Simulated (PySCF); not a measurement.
Process, species as SMILES: C#N (CH-N) + H+ → C#[NH+]
B3LYP-D3(BJ)/def2-TZVP geometries, fixed; electronic energies without zero-point terms; positive where energy is released.
Largest species:
```xyz
4

C      0.0000     0.0000    -0.5980
N      0.0000     0.0000     0.5315
H      0.0000     0.0000    -1.6793
H      0.0000     0.0000     1.5473
```
Charge +1, spin multiplicity 1.

Basis-set convergence of the proton affinity at M06-2X with PySCF. All functions are spherical. Density fitting with generated auxiliary sets. The proton sits at the site shown, which need not be the one that binds it best. No added dispersion term, no relativity. Functions are those of the species that has most. Reference: the value in aug-cc-pVQZ, 174.77 kcal/mol, itself unsure by roughly 0.13 kcal/mol (its mean distance from def2-QZVPPD, pcseg-3, def2-QZVPP). Deviations are taken from unrounded values.

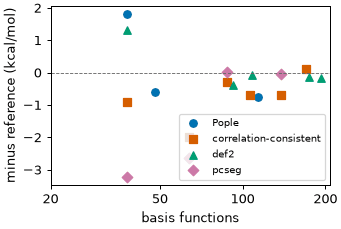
*Deviation from the reference against the number of basis functions, by family of sets.*

```json
[
 {"basis": "6-31G**", "functions": "38", "proton affinity (kcal/mol)": "176.59", "minus reference (kcal/mol)": "1.82"},
 {"basis": "cc-pVDZ", "functions": "38", "proton affinity (kcal/mol)": "173.86", "minus reference (kcal/mol)": "-0.91"},
 {"basis": "def2-SVP", "functions": "38", "proton affinity (kcal/mol)": "176.08", "minus reference (kcal/mol)": "1.32"},
 {"basis": "pcseg-1", "functions": "38", "proton affinity (kcal/mol)": "171.55", "minus reference (kcal/mol)": "-3.22"},
 {"basis": "6-311G**", "functions": "48", "proton affinity (kcal/mol)": "174.18", "minus reference (kcal/mol)": "-0.59"},
 {"basis": "aug-cc-pVDZ", "functions": "64", "proton affinity (kcal/mol)": "172.79", "minus reference (kcal/mol)": "-1.98"},
 {"basis": "aug-pcseg-1", "functions": "64", "proton affinity (kcal/mol)": "172.12", "minus reference (kcal/mol)": "-2.65"},
 {"basis": "cc-pVTZ", "functions": "88", "proton affinity (kcal/mol)": "174.47", "minus reference (kcal/mol)": "-0.30"},
 {"basis": "pcseg-2", "functions": "88", "proton affinity (kcal/mol)": "174.80", "minus reference (kcal/mol)": "0.03"},
 {"basis": "def2-TZVPD", "functions": "92", "proton affinity (kcal/mol)": "174.38", "minus reference (kcal/mol)": "-0.39"},
 {"basis": "jun-cc-pV(T+d)Z", "functions": "106", "proton affinity (kcal/mol)": "174.07", "minus reference (kcal/mol)": "-0.70"},
 {"basis": "def2-TZVPPD", "functions": "108", "proton affinity (kcal/mol)": "174.71", "minus reference (kcal/mol)": "-0.06"},
 {"basis": "6-311++G(3df,3pd)", "functions": "114", "proton affinity (kcal/mol)": "174.02", "minus reference (kcal/mol)": "-0.75"},
 {"basis": "aug-cc-pVTZ", "functions": "138", "proton affinity (kcal/mol)": "174.09", "minus reference (kcal/mol)": "-0.68"},
 {"basis": "aug-pcseg-2", "functions": "138", "proton affinity (kcal/mol)": "174.73", "minus reference (kcal/mol)": "-0.04"},
 {"basis": "cc-pVQZ", "functions": "170", "proton affinity (kcal/mol)": "174.88", "minus reference (kcal/mol)": "0.11"},
 {"basis": "def2-QZVPP", "functions": "174", "proton affinity (kcal/mol)": "174.63", "minus reference (kcal/mol)": "-0.14"},
 {"basis": "def2-QZVPPD", "functions": "192", "proton affinity (kcal/mol)": "174.61", "minus reference (kcal/mol)": "-0.16"}
]
```
